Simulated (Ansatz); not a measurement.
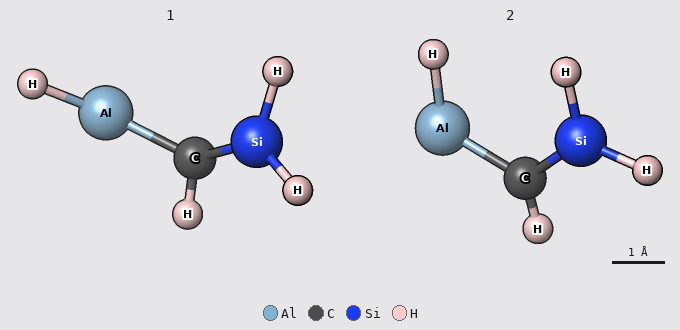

Two geometries of CH4AlSi (multiplicity 2), drawn at one scale. One is the start of a relaxation, the other its converged end. The picture is a ball-and-stick view, seen at a tilt.

All numbers below come from Ansatz, UKS PBE0-D4/def2-TZVP. Set-up: force threshold 0.005 eV/Å; at most 200 steps.

Question: Which geometry has the lower energy?

Answer: Structure 2 is the relaxed one. The largest move after the best rigid fit is that of an H atom, 1.32 Å. By element the largest moves are H 1.32 Å, C 0.44 Å, Al 0.32 Å, Si 0.32 Å. Among the contacts that change: C–Si 1.781 → 1.707 Å, Al–C 1.979 → 1.920 Å, Al–H 1.634 → 1.609 Å, H–Si 1.465 → 1.486 Å. Among the angles between lasting bonds that change: C–Al–H 145.2° → 115.6°, Al–C–H 106.7° → 123.4°, Al–C–Si 131.7° → 117.4°. Over 12 geometry steps the energy falls by 0.779 eV. Largest force component: 2 eV/Å at the start, 0.00095 eV/Å at the end.
